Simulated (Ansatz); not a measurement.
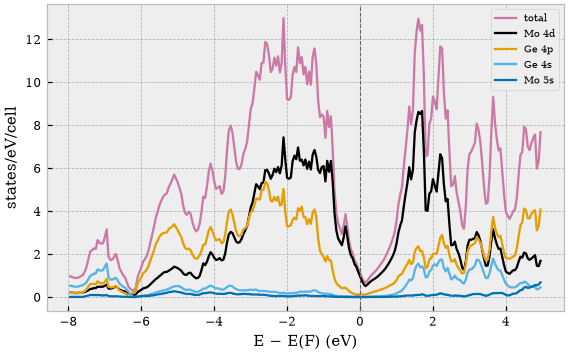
Figure: Total and projected density of states of Ge₂Mo in space group Pnma (No. 62; Ge on 4c, Ge on 4c, Mo on 4c), r²SCAN (plane waves, PAW; program Ansatz)

Problem. Which orbitals carry the states next to the Fermi level?

Solution. Within 0.5 eV of the Fermi level: Mo 4d 83 %, Ge 4p 13 %. Projections are on Löwdin-orthogonalised atomic valence shells; empty p or d shells of many metals are not among them.

Problem. Where is the tallest occupied peak in this window, and what makes it?

Solution. Near -2.1 eV, about 13 states/eV per cell; the largest projected share is Mo 4d.

The workflow started from a Materials Project entry (that database holds measured and hypothetical structures alike); the Crystallography Open Database files this formula in space group No. 62, but the cells were not matched. Its standing as an ambient phase is unchecked. The r²SCAN relaxation kept the symmetry of its start; whether a distortion lowers the energy is not shown. The run is not spin-polarised. Spin–orbit coupling is left out wherever it is not named.

Potentials: the later of the program's two PAW sets.
